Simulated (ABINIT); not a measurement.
**CdSiS3 (Pm-3m): zone-centre phonons**

Which modes does CdSiS3 (Pm-3m) have at the zone centre?

Program: ABINIT 10.8.3. Level of theory: DFT LDA, scalar-relativistic, plane waves, PseudoDojo norm-conserving pseudopotentials. Results are calculated unless marked as measured.

The structure was built from a prototype and need not be the compound's stable phase.

## 1. Set-up

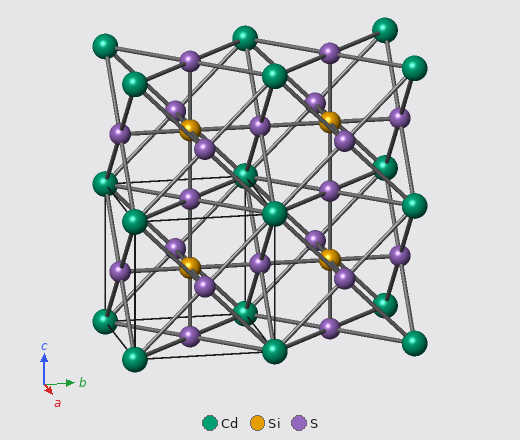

The cell as given, slightly off an axis (cadmium teal, silicon orange, sulfur purple). 1×2×2 cells are drawn. Some periodic images of atoms are drawn too.

Coordinates:

```cif
data_structure
_symmetry_space_group_name_H-M 'Pm-3m'
_symmetry_Int_Tables_number 221
_cell_length_a 4.3456
_cell_length_b 4.3456
_cell_length_c 4.3456
_cell_angle_alpha 90.000
_cell_angle_beta 90.000
_cell_angle_gamma 90.000
_cell_volume 82.06
loop_
_atom_site_label
_atom_site_type_symbol
_atom_site_symmetry_multiplicity
_atom_site_Wyckoff_symbol
_atom_site_fract_x
_atom_site_fract_y
_atom_site_fract_z
_atom_site_occupancy
Cd1 Cd 1 a 0.00000 0.00000 0.00000 1
Si1 Si 1 b 0.50000 0.50000 0.50000 1
S1 S 3 c 0.50000 0.50000 0.00000 1
```

## 2. A first look

A first run with smearing and empty bands tells whether the crystal has a gap, which decides between fixed occupations and smearing later on.

File probe.abi:

```
# ground state
tolvrs 1.0d-08
prtden 1
prtwf 1

# basis, mesh and filling
ecut 47.0
ngkpt 4 4 4
nshiftk 1
shiftk 0.0 0.0 0.0
istwfk *1
occopt 7
tsmear 0.005
nband 30
nstep 100
diemac 9.0
prtebands 0
prtgsr 0
useylm 1

# cell and atoms
acell 8.211993847 8.211993847 8.211993847
rprim 
    1.0 0.0 0.0
    0.0 1.0 0.0
    0.0 0.0 1.0
ntypat 3
znucl 48 14 16
natom 5
typat 1 2 3 3 3
xred 
    0.0 0.0 0.0
    0.5 0.5 0.5
    0.5 0.5 0.0
    0.5 0.0 0.5
    0.0 0.5 0.5
pp_dirpath "./pseudo"
pseudos "Cd.upf, Si.upf, S.upf"
```

Command:

```
$ OMP_NUM_THREADS=1 mpirun -n 4 abinit probe.abi > probe.log
```

Numbers of over 12 decimals in the logs are rounded to 6 here.

probe.abo, the main output file:

```text
[banners, grids, parts of the stress and lines that vanish by symmetry left out]
- input  file    -> probe.abi
- output file    -> probe.abo
- root for input  files -> probei
[...]
Symmetries : space group Pm -3 m (#221); Bravais cP (primitive cubic)
[...]
mpw =        8578          nfft =      157464          nkpt =          10
[...]
== DATASET  1 ==================================================================
[...]
cutoff_energies: {ecut:  47.0, pawecutdg:  -1.0, }
[...]
ETOT  1  -205.42653355520    -2.054E+02 3.500E+00 3.999E+04
 ETOT  2  -204.63727068098     7.893E-01 9.390E-01 8.772E+04
 ETOT  3  -211.75002761554    -7.113E+00 1.321E-01 9.300E+03
 ETOT  4  -212.22640569687    -4.764E-01 5.006E-02 5.475E+03
 ETOT  5  -212.51505480605    -2.886E-01 8.194E-03 2.080E+03
[...]
ETOT 15  -212.71137670022    -2.632E-09 1.937E-04 1.798E-08
 ETOT 16  -212.71137670021     1.069E-11 7.194E-04 1.242E-10
 At SCF step   16       vres2   =  1.24E-10 < tolvrs=  1.00E-08 =>converged.
[...]
sigma(1 1)= -3.14387918E-04  sigma(3 2)=  0.00000000E+00
  sigma(2 2)= -3.14387918E-04  sigma(3 1)=  0.00000000E+00
  sigma(3 3)= -3.14387918E-04  sigma(2 1)=  0.00000000E+00
[...]
convergence: {deltae:  1.069E-11, res2:  1.242E-10, residm:  7.194E-04, diffor: null, }
etotal    :  -2.12711377E+02
[...]
sigma(1 1)= -3.14387918E-04  sigma(3 2)=  0.00000000E+00
  sigma(2 2)= -3.14387918E-04  sigma(3 1)=  0.00000000E+00
  sigma(3 3)= -3.14387918E-04  sigma(2 1)=  0.00000000E+00
[...]
- sigma(1 1)= -9.24961189E+00  sigma(3 2)=  0.00000000E+00
- sigma(2 2)= -9.24961189E+00  sigma(3 1)=  0.00000000E+00
- sigma(3 3)= -9.24961189E+00  sigma(2 1)=  0.00000000E+00
[...]
fcart     -0.0000000000E+00 -0.0000000000E+00 -0.0000000000E+00
           strten     -3.1438791811E-04 -3.1438791811E-04 -3.1438791811E-04
================================================================================

[key lines of the parts left out:]
pressure_GPa:   9.2496E+00
```

Elapsed: 52 s, on 4 MPI ranks of Arm Neoverse V1, shared host; 3.5 min of CPU time.

This step gave:

```yaml
volume_per_atom: 16.41 Å³
pressure: 9.250 GPa
gap_on_the_k_mesh: 0 eV
```

No gap opens on this mesh, so smearing is kept; the printed pressure holds the stress of the finite basis too.

## 3. Rough relaxation

The typed start is rough, so a first relaxation with smearing and loose thresholds takes it towards rest cheaply.

File prerelax.abi:

```
# relaxation
ionmov 2
optcell 2
dilatmx 1.15
chkdilatmx 0
ntime 40
tolmxf 3.0d-04
tolvrs 1.0d-10
prtwf 0
prtden 0
chksymtnons 0

# basis, mesh and filling
ecut 46.0
ecutsm 3.0
ngkpt 4 4 4
nshiftk 1
shiftk 0.0 0.0 0.0
istwfk *1
occopt 7
tsmear 0.005
nband 30
nstep 100
diemac 1000000.0
prtebands 0
prtgsr 0
useylm 1

# cell and atoms
acell 8.211993847 8.211993847 8.211993847
rprim 
    1.0 0.0 0.0
    0.0 1.0 0.0
    0.0 0.0 1.0
ntypat 3
znucl 48 14 16
natom 5
typat 1 2 3 3 3
xred 
    0.0 0.0 0.0
    0.5 0.5 0.5
    0.5 0.5 0.0
    0.5 0.0 0.5
    0.0 0.5 0.5
pp_dirpath "./pseudo"
pseudos "Cd.upf, Si.upf, S.upf"
```

Command:

```
$ OMP_NUM_THREADS=1 mpirun -n 4 abinit prerelax.abi > prerelax.log
```

prerelax.abo, the main output file:

```text
[banners, grids, parts of the stress and lines that vanish by symmetry left out]
- input  file    -> prerelax.abi
- output file    -> prerelax.abo
- root for input  files -> prerelaxi
[...]
Symmetries : space group Pm -3 m (#221); Bravais cP (primitive cubic)
[...]
mpw =       12577          nfft =      216000          nkpt =          10
[...]
== DATASET  1 ==================================================================
[...]
cutoff_energies: {ecut:  46.0, pawecutdg:  -1.0, }
[...]
ETOT  1  -206.07884453787    -2.061E+02 2.875E+00 4.809E+04
 ETOT  2  -207.44748808962    -1.369E+00 4.659E-01 7.339E+04
 ETOT  3  -211.99107537559    -4.544E+00 5.785E-02 1.028E+04
 ETOT  4  -212.45318269361    -4.621E-01 3.287E-02 4.011E+03
 ETOT  5  -212.62021987417    -1.670E-01 6.336E-03 1.299E+03
[...]
At SCF step   15       vres2   =  4.83E-11 < tolvrs=  1.00E-10 =>converged.
[...]
ETOT 10  -212.71846846842    -3.439E-12 2.583E-05 2.337E-12
 At SCF step   10       vres2   =  2.34E-12 < tolvrs=  1.00E-10 =>converged.
[...]
sigma(1 1)= -1.68524081E-06  sigma(3 2)=  0.00000000E+00
  sigma(2 2)= -1.68524081E-06  sigma(3 1)=  0.00000000E+00
  sigma(3 3)= -1.68524081E-06  sigma(2 1)=  0.00000000E+00
[...]
convergence: {deltae: -3.439E-12, res2:  2.337E-12, residm:  2.583E-05, diffor: null, }
etotal    :  -2.12718468E+02
[...]
At Broyd/MD step   4, gradients are converged :
[...]
sigma(1 1)= -1.68524081E-06  sigma(3 2)=  0.00000000E+00
  sigma(2 2)= -1.68524081E-06  sigma(3 1)=  0.00000000E+00
  sigma(3 3)= -1.68524081E-06  sigma(2 1)=  0.00000000E+00
[...]
- sigma(1 1)= -4.95814964E-02  sigma(3 2)=  0.00000000E+00
- sigma(2 2)= -4.95814964E-02  sigma(3 1)=  0.00000000E+00
- sigma(3 3)= -4.95814964E-02  sigma(2 1)=  0.00000000E+00
[...]
fcart     -0.0000000000E+00 -0.0000000000E+00 -0.0000000000E+00
           strten     -1.6852408080E-06 -1.6852408080E-06 -1.6852408079E-06
================================================================================

[key lines of the parts left out:]
pressure_GPa:   4.9581E-02
Total energy (etotal) [Ha]= -2.12718468468415E+02
```

Wall time 3.5 min (4 MPI ranks); 14 min of CPU time.

The steps of the relaxation:

| step | energy less that of the first step (eV) | largest force (eV/Å) | volume (Å³) |
| --- | --- | --- | --- |
| 1 | 0.0000 | 0.0000 | 82.06 |
| 2 | -0.1151 | 0.0000 | 84.46 |
| 3 | -0.2068 | 0.0000 | 89.08 |
| 4 | -0.2079 | 0.0000 | 89.65 |

| conventional cell, symmetrised | before | after | change |
| --- | --- | --- | --- |
| a (Å) | 4.346 | 4.476 | +3.0 % |
| b (Å) | 4.346 | 4.476 | +3.0 % |
| c (Å) | 4.346 | 4.476 | +3.0 % |
| volume (Å³/atom) | 16.41 | 17.93 | +9.2 % |

Final coordinates:

```xyz
5
Lattice="4.4756 0.0000 0.0000 0.0000 4.4756 0.0000 0.0000 0.0000 4.4756" Properties=species:S:1:pos:R:3 pbc="T T T"
Cd    0.0000    0.0000    0.0000
Si    2.2378    2.2378    2.2378
S     2.2378    2.2378    0.0000
S     2.2378    0.0000    2.2378
S     0.0000    2.2378    2.2378
```

Numbers from this step:

```
volume per atom : 17.93 Å³
pressure        : 0.04958 GPa
```

The volume changes by +9.2 % in this run and stands +9.2 % from the first cell.

## 4. Relaxing the cell and atoms

The harmonic expansion needs vanishing forces, and a free crystal bears no stress, so cell and atoms are brought to rest. Stress is more sensitive to the basis than forces are: the last 3 Ha under the cutoff are smoothed with ecutsm, and the cutoff is raised above that of the later runs.

File relax.abi:

```
# relaxation
ionmov 2
optcell 2
dilatmx 1.08
ntime 40
tolmxf 1.0d-05
tolvrs 1.0d-14
prtwf 0
prtden 0
chksymtnons 0

# basis, mesh and filling
ecut 57.0
ecutsm 3.0
ngkpt 6 6 6
nshiftk 1
shiftk 0.0 0.0 0.0
istwfk *1
occopt 6
tsmear 0.01
nband 30
nstep 100
diemac 1000000.0
prtebands 0
prtgsr 0
useylm 1

# cell and atoms
acell 8.457735008 8.457735008 8.457735008
rprim 
    1.0 0.0 0.0
    0.0 1.0 0.0
    0.0 0.0 1.0
ntypat 3
znucl 48 14 16
natom 5
typat 1 2 3 3 3
xred 
    0.0 0.0 0.0
    0.5 0.5 0.5
    0.5 0.5 0.0
    0.5 0.0 0.5
    0.0 0.5 0.5
pp_dirpath "./pseudo"
pseudos "Cd.upf, Si.upf, S.upf"
```

Command:

```
$ OMP_NUM_THREADS=1 mpirun -n 4 abinit relax.abi > relax.log
```

relax.abo, the main output file:

```text
[banners, grids, parts of the stress and lines that vanish by symmetry left out]
- input  file    -> relax.abi
- output file    -> relax.abo
- root for input  files -> relaxi
[...]
Symmetries : space group Pm -3 m (#221); Bravais cP (primitive cubic)
[...]
mpw =       15690          nfft =      262144          nkpt =          20
[...]
== DATASET  1 ==================================================================
[...]
cutoff_energies: {ecut:  57.0, pawecutdg:  -1.0, }
[...]
ETOT  1  -204.37857126048    -2.044E+02 4.049E+00 7.376E+04
 ETOT  2  -205.01447079419    -6.359E-01 8.389E-01 1.272E+05
 ETOT  3  -211.71349684348    -6.699E+00 1.693E-01 1.591E+04
 ETOT  4  -212.27677523941    -5.633E-01 5.855E-02 8.132E+03
 ETOT  5  -212.53741553035    -2.606E-01 1.089E-02 3.176E+03
[...]
At SCF step   19       vres2   =  2.07E-15 < tolvrs=  1.00E-14 =>converged.
[...]
sigma(1 1)=  1.38690676E-05  sigma(3 2)=  0.00000000E+00
  sigma(2 2)=  1.38690676E-05  sigma(3 1)=  0.00000000E+00
  sigma(3 3)=  1.38690676E-05  sigma(2 1)=  0.00000000E+00
[...]
convergence: {deltae:  2.026E-11, res2:  2.071E-15, residm:  6.051E-04, diffor: null, }
etotal    :  -2.12719970E+02
[...]
ETOT  1  -212.71976846880    -2.127E+02 6.447E-02 4.045E+00
[...]
At SCF step   11       vres2   =  3.83E-16 < tolvrs=  1.00E-14 =>converged.
[...]
sigma(1 1)=  1.02477891E-05  sigma(3 2)=  0.00000000E+00
  sigma(2 2)=  1.02477891E-05  sigma(3 1)=  0.00000000E+00
  sigma(3 3)=  1.02477891E-05  sigma(2 1)=  0.00000000E+00
[...]
convergence: {deltae: -2.692E-11, res2:  3.834E-16, residm:  6.685E-05, diffor: null, }
etotal    :  -2.12719979E+02
[...]
ETOT  1  -212.71830707099    -2.127E+02 4.837E-04 3.244E+01
[...]
ETOT 10  -212.71998951749    -1.171E-11 1.110E-04 3.290E-12
 ETOT 11  -212.71998951746     3.047E-11 3.770E-05 2.455E-15
 At SCF step   11       vres2   =  2.45E-15 < tolvrs=  1.00E-14 =>converged.
[...]
sigma(1 1)= -7.70260760E-08  sigma(3 2)=  0.00000000E+00
  sigma(2 2)= -7.70260760E-08  sigma(3 1)=  0.00000000E+00
  sigma(3 3)= -7.70260760E-08  sigma(2 1)=  0.00000000E+00
[...]
convergence: {deltae:  3.047E-11, res2:  2.455E-15, residm:  3.770E-05, diffor: null, }
etotal    :  -2.12719990E+02
[...]
At Broyd/MD step   3, gradients are converged :
[...]
sigma(1 1)= -7.70260760E-08  sigma(3 2)=  0.00000000E+00
  sigma(2 2)= -7.70260760E-08  sigma(3 1)=  0.00000000E+00
  sigma(3 3)= -7.70260760E-08  sigma(2 1)=  0.00000000E+00
[...]
- sigma(1 1)= -2.26618540E-03  sigma(3 2)=  0.00000000E+00
- sigma(2 2)= -2.26618540E-03  sigma(3 1)=  0.00000000E+00
- sigma(3 3)= -2.26618540E-03  sigma(2 1)=  0.00000000E+00
[...]
fcart     -0.0000000000E+00 -0.0000000000E+00 -0.0000000000E+00
           strten     -7.7026076035E-08 -7.7026076031E-08 -7.7026076032E-08
================================================================================

[key lines of the parts left out:]
pressure_GPa:   2.2662E-03
Total energy (etotal) [Ha]= -2.12719989517463E+02
```

Wall time 5.5 min (4 MPI ranks).

Relaxation path:

| step | energy less that of the first step (eV) | largest force (eV/Å) | volume (Å³) |
| --- | --- | --- | --- |
| 1 | 0.0000 | 0.0000 | 89.65 |
| 2 | -0.0002 | 0.0000 | 89.54 |
| 3 | -0.0005 | 0.0000 | 89.23 |

| conventional cell, symmetrised | before | after | change |
| --- | --- | --- | --- |
| a (Å) | 4.476 | 4.469 | -0.2 % |
| b (Å) | 4.476 | 4.469 | -0.2 % |
| c (Å) | 4.476 | 4.469 | -0.2 % |
| volume (Å³/atom) | 17.93 | 17.85 | -0.5 % |

Read from the output:

| Quantity | Value |
| --- | --- |
| volume per atom | 17.85 Å³ |
| pressure | 0.002266 GPa |

The volume changes by -0.5 % in this run and stands +8.7 % from the first cell.

## 5. Ground state

The response is built on these wavefunctions, so the potential is converged far more tightly than an energy would need. Smearing stays on, as the first look found no gap above 0.3 eV.

File gs.abi:

```
# ground state
tolvrs 1.0d-16
prtden 1
prtwf 1

# basis, mesh and filling
ecut 47.0
ngkpt 6 6 6
nshiftk 1
shiftk 0.0 0.0 0.0
istwfk *1
occopt 6
tsmear 0.01
nband 30
nstep 100
diemac 1000000.0
prtebands 0
prtgsr 0
useylm 1

# cell and atoms
acell 8.444304971 8.444304971 8.444304971
rprim 
    1.0 0.0 0.0
    0.0 1.0 0.0
    0.0 0.0 1.0
ntypat 3
znucl 48 14 16
natom 5
typat 1 2 3 3 3
xred 
    0.0 0.0 0.0
    0.5 0.5 0.5
    0.5 0.5 0.0
    0.5 0.0 0.5
    0.0 0.5 0.5
pp_dirpath "./pseudo"
pseudos "Cd.upf, Si.upf, S.upf"
```

Command:

```
$ OMP_NUM_THREADS=1 mpirun -n 4 abinit gs.abi > gs.log
```

gs.abo, the main output file:

```text
[banners, grids, parts of the stress and lines that vanish by symmetry left out]
- input  file    -> gs.abi
- output file    -> gs.abo
- root for input  files -> gsi
[...]
Symmetries : space group Pm -3 m (#221); Bravais cP (primitive cubic)
[...]
mpw =        9328          nfft =      157464          nkpt =          20
[...]
== DATASET  1 ==================================================================
[...]
cutoff_energies: {ecut:  47.0, pawecutdg:  -1.0, }
[...]
ETOT  1  -204.12857148820    -2.041E+02 3.386E+00 4.706E+04
 ETOT  2  -204.57927954007    -4.507E-01 8.967E-01 8.172E+04
 ETOT  3  -211.67722319348    -7.098E+00 5.108E-01 1.007E+04
 ETOT  4  -212.25185765044    -5.746E-01 4.679E-02 5.241E+03
 ETOT  5  -212.52479758563    -2.729E-01 1.062E-02 2.075E+03
[...]
ETOT 19  -212.71973142821    -8.811E-12 9.455E-04 3.190E-14
 ETOT 20  -212.71973142822    -9.237E-12 1.702E-03 7.242E-17
 At SCF step   20       vres2   =  7.24E-17 < tolvrs=  1.00E-16 =>converged.
[...]
sigma(1 1)=  6.68436510E-06  sigma(3 2)=  0.00000000E+00
  sigma(2 2)=  6.68436510E-06  sigma(3 1)=  0.00000000E+00
  sigma(3 3)=  6.68436510E-06  sigma(2 1)=  0.00000000E+00
[...]
convergence: {deltae: -9.237E-12, res2:  7.242E-17, residm:  1.702E-03, diffor: null, }
etotal    :  -2.12719731E+02
[...]
sigma(1 1)=  6.68436510E-06  sigma(3 2)=  0.00000000E+00
  sigma(2 2)=  6.68436510E-06  sigma(3 1)=  0.00000000E+00
  sigma(3 3)=  6.68436510E-06  sigma(2 1)=  0.00000000E+00
[...]
- sigma(1 1)=  1.96660811E-01  sigma(3 2)=  0.00000000E+00
- sigma(2 2)=  1.96660811E-01  sigma(3 1)=  0.00000000E+00
- sigma(3 3)=  1.96660811E-01  sigma(2 1)=  0.00000000E+00
[...]
fcart     -0.0000000000E+00 -0.0000000000E+00 -0.0000000000E+00
           strten      6.6843650991E-06  6.6843650991E-06  6.6843650991E-06
================================================================================

[key lines of the parts left out:]
pressure_GPa:  -1.9666E-01
```

It took 1.8 min on 4 MPI ranks; 7.3 min of CPU time.

Read from the output:

- pressure: -0.1967 GPa

The cell stands at -0.20 GPa: the relaxation ran with a smoothed and higher cutoff, and the difference is a stress of the finite basis.

(Part 1 of 4 ends here.)

[Host names and launcher messages were left out of these logs when they were recorded.]

[Logs are printed without paths, hosts, clocks, repeated set-up lines and the standing remarks that a program may print on its own settings, such as how far it seeks lower states.]

[Hosts, paths, dates, database ids (printed as entryN), source tags and the programs' standing remarks are cut or masked in the printed files.]
